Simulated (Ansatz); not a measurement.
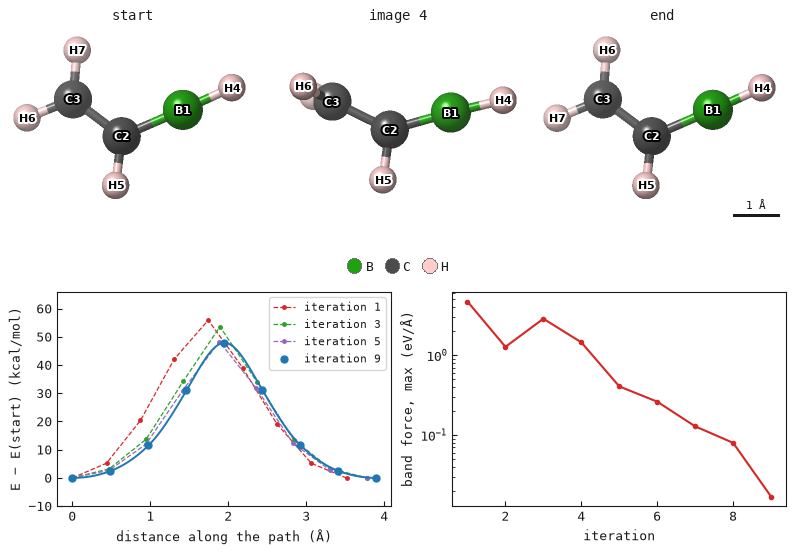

NEB run on C₂H₄B (charge +1). Images are numbered from 0 (start) to 8 (end). The plot follows the band through its iterations. The picture is a ball-and-stick view, seen face on.

These are results of RHF/def2-SVP (Ansatz 0.2.0), not measurements. Run with 7 movable images; climbing image; force threshold 0.05 eV/Å; iteration limit 60; starting path by straight interpolation.

### Judge this run.

The run is converged, with reservations. The band converged in 9 iterations. The largest component of the band force went from 4.7 to 0.017 eV/Å. The climbing image converged on the top of the path. Its curvatures weren't checked. The straight starting path can push atoms close together and costs iterations. The first iteration put the highest image at 55.9 kcal/mol. The two ends have the same energy, and the highest point, image 4, lies 47.9 kcal/mol above the start.

Limits of the set-up: Hartree-Fock leaves out electron correlation.
